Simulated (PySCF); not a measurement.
C3H9ClSi, SMILES `C[Si](C)(C)Cl`.

PySCF calculation, HF/def2-SVP, gas phase; geometry: GFN2-xTB. No frequency check shows the geometry to be a minimum. GFN2-xTB bond lengths at metals and heavier atoms can be off by up to 0.1 Å and shapes distorted, which carries into these values.

Input script:

```python
import numpy as np
from pyscf import gto, scf, dft
from pyscf.scf import atom_ks, atom_hf
from scipy.linalg import block_diag

def solve(mol, dm0=None, hcore=None):
    mf = scf.UHF(mol) if mol.spin else scf.RHF(mol)
    mf = mf.density_fit(auxbasis='def2-universal-jkfit')
    mf.conv_tol, mf.max_cycle = 1e-8, 80
    if hcore is not None:
        mf.get_hcore = lambda *args: hcore
    mf.kernel(dm0)
    if not mf.converged:
        mf = mf.newton().run(mf.mo_coeff, mf.mo_occ, max_cycle=30)
    assert mf.converged, 'SCF not converged'
    return mf

mol = gto.M(atom='''
C     -0.89783    -1.35147     1.20348
Si    -0.30289     0.00039     0.00009
C     -0.90323    -0.36398    -1.76967
C     -0.89474     1.71959     0.56975
Cl     1.74174    -0.00221    -0.00212
H     -1.98177    -1.39565     1.24090
H     -0.53946    -1.16997     2.21181
H     -0.55045    -2.33071     0.90234
H     -0.54001    -1.32932    -2.11971
H     -1.98734    -0.37817    -1.82253
H     -0.54797     0.38509    -2.47022
H     -1.97859     1.77566     0.59041
H     -0.53289     1.94879     1.57232
H     -0.53591     2.50156    -0.09195
''', basis='def2-svp', charge=0, spin=0, verbose=4)
mf = solve(mol)
mf.analyze()
# spherically averaged free atoms, for the promolecule
atm = scf.atom_hf.get_atm_nrhf(mol)
pro = block_diag(*[(atm[a[0]][2] * atm[a[0]][3]) @ atm[a[0]][2].T for a in mol._atom])
np.savez('result.npz', e=mf.e_tot, c=mf.mo_coeff, occ=mf.mo_occ, eps=mf.mo_energy, pro=pro, dip=mf.dip_moment(verbose=0), s2=mf.spin_square()[0])
```

Run with:

```sh
OMP_NUM_THREADS=1 python input.py
```

The run took 2.3 s on 1 thread of Intel(R) Xeon(R) Platinum 8259CL CPU @ 2.50GHz (Skylake/Cascade Lake), on a shared host, peak memory 0.51 GiB.

Partitions, critical points and surface values were worked out afterwards from this run's density.

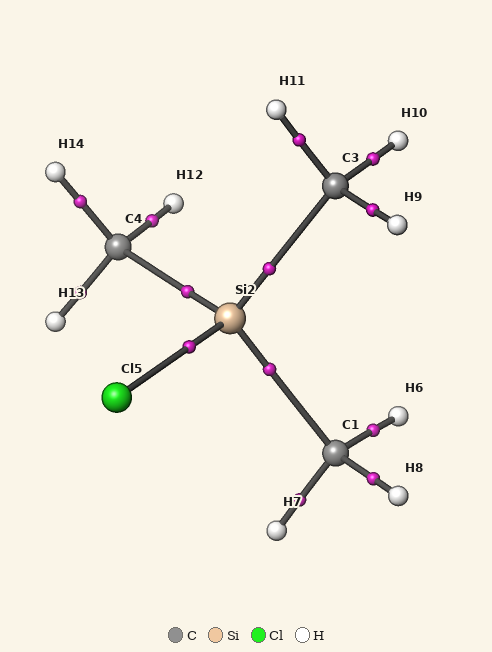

Molecular graph of the electron density (QTAIM): bond paths, bond critical points (magenta), ring points (cyan, if any); weak paths are dashed.

**How many critical points of each kind are there, and does the count close?**

14 nuclei, 13 bond, 0 ring and 0 cage critical points: 14 − 13 + 0 − 0 = 1, as the Poincaré–Hopf relation requires.

**Give the properties at the bond critical points.**

```tsv
bond	length (Å)	ρ (a.u.)	∇²ρ (a.u.)	ε	H (a.u.)
C1–H8 (4 alike)	1.082	0.280	−1.04	0.03	−0.312
C4–H12 (3 alike)	1.085	0.277	−1.02	0.03	−0.306
C3–H9 (2 alike)	1.089	0.276	−1.01	0.03	−0.302
Si2–C3	1.904	0.115	+0.34	0.02	−0.060
C1–Si2 (2 alike)	1.905	0.115	+0.33	0.02	−0.060
Si2–Cl5	2.045	0.090	+0.34	0.00	−0.035
```

**What kind of interaction is C1–Si2?**

Polar or intermediate (positive Laplacian, negative energy density H): ρ = 0.115, ∇²ρ = +0.33, H = −0.060 a.u.
